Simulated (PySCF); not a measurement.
```tsv
atom	x (Å)	y (Å)	z (Å)
C	2.5665	0.6125	-0.2963
B	1.3469	-0.2908	0.1661
N	0.1076	0.2742	0.3787
C	-1.1190	-0.3925	0.7734
Si	-2.4201	-0.3101	-0.6235
H	3.3697	0.5886	0.4387
H	2.2985	1.6560	-0.4516
H	2.9971	0.2422	-1.2253
H	1.4754	-1.4450	0.3457
H	-0.0336	1.2636	0.2286
H	-1.5029	0.0615	1.6951
H	-0.8761	-1.4297	1.0083
H	-1.8703	-0.9459	-1.8189
H	-3.6454	-0.9796	-0.1856
H	-2.6988	1.1031	-0.9013
```

Geometry: GFN2-xTB.

The calculation used PBE0/pcSseg-1, SCF density, gas phase, non-relativistic (PySCF 2.14.0).

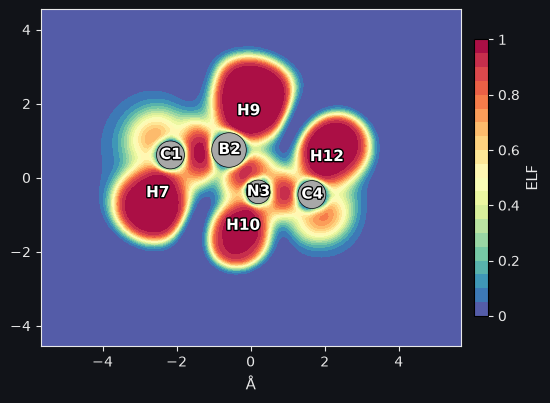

C$_{2}$H$_{10}$BNSi (SMILES CBNC[SiH3]). Electron localisation function on the plane of atoms N3, B2 and H9. Grey discs cover the atomic cores.

What does the map show?

The section cuts through C, B, N and H sites.
B–N (1.38 Å): the ELF peaks at about 0.95 between the atoms, as expected for a short, strongly polar bond.
C–N (1.45 Å): the ELF peaks at about 0.95 between the atoms: localised, covalent bonding.
C–B (1.59 Å): the ELF peaks at about 1 between the atoms: a shared electron pair.
N–H (1.01 Å): the ELF climbs to about 1 towards the hydrogen, as it does in any bond to H (a covalent bond by its length).
C–H (1.09 Å): the ELF climbs to about 1 towards the hydrogen (a covalent bond by its length).
